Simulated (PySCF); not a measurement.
Si(F)(OH), SMILES [Si](O)F at its PBE0/def2-SVP optimised geometry (Å):

```
4

Si    -0.6746    -1.1198     0.0000
F      0.9701    -1.1198     0.0000
O     -0.9701     0.5095     0.0000
H     -0.2201     1.1198     0.0006
```

Level of theory: PBE0/def2-TZVP in PySCF 2.14.0. Cells within 0.4 Å of a nucleus heavier than hydrogen are left out (blank, or x).

Map of the log10 of the electron density (e/bohr³), floored at −4 on the plane z = 0.0 Å:

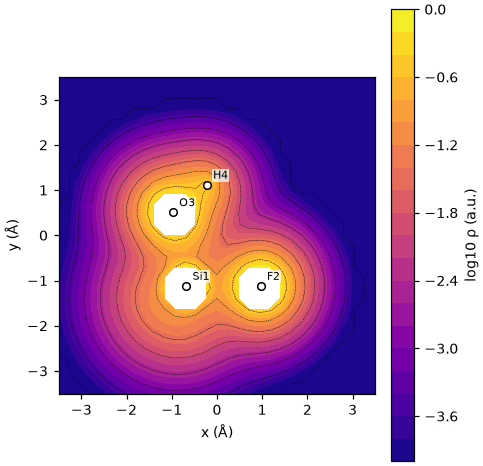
Fig. 1. Log10 of the electron density (e/bohr³), floored at −4 on the plane z = 0.0 Å.
